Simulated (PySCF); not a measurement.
```xyz
19

C     2.0892    1.8294    0.1258
C     2.2484    0.5523    0.4131
C     1.5342   -0.5606   -0.3009
C     0.6888   -1.3214    0.6674
C    -0.6380   -1.4086    0.6390
Si   -1.7711   -0.6392   -0.6505
C    -3.5175   -0.9654   -0.0669
N    -4.5835   -1.1673    0.3007
C    -1.6140    1.2818   -0.6136
O    -0.9375    1.9008   -1.3940
H     2.6162    2.6018    0.6597
H     1.4290    2.1564   -0.6606
H     2.9113    0.2414    1.2108
H     0.9299   -0.1520   -1.1114
H     2.2802   -1.2411   -0.7262
H     1.2427   -1.8105    1.4616
H    -1.1245   -1.9867    1.4164
H    -1.6363   -1.1310   -2.0222
H    -2.1573    1.8288    0.1863
```

Geometry: GFN2-xTB.

Method: PBE0/pcSseg-1, SCF density, gas phase, non-relativistic (PySCF).

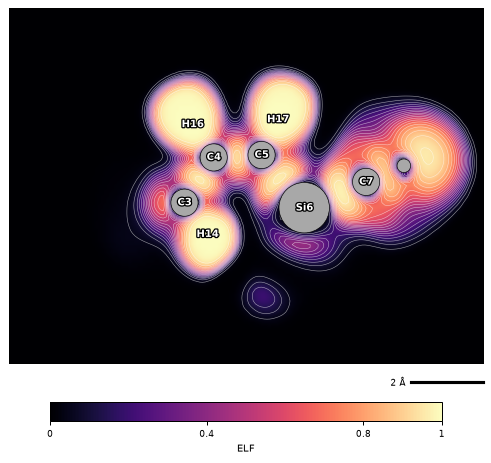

C$_{7}$H$_{9}$NOSi. ELF on the plane of atoms C3, C4 and C5. Grey discs cover the atomic cores.

> Read the bonding off the picture.

The plane passes through C, Si and H nuclei. C–C (1.33 Å): the ELF peaks at about 0.90 between the atoms (a short, multiple covalent bond). C–Si (1.87 Å): the ELF peaks at about 1 between the atoms: localised, covalent bonding. C–H (1.09 Å): the ELF climbs to about 1 towards the hydrogen, as it does in any bond to H (a covalent bond by its length). C–C (1.49 Å): the ELF peaks at about 0.95 between the atoms, as expected for a covalent bond. The ELF also peaks beside N8, away from the bonds: lone-pair regions.
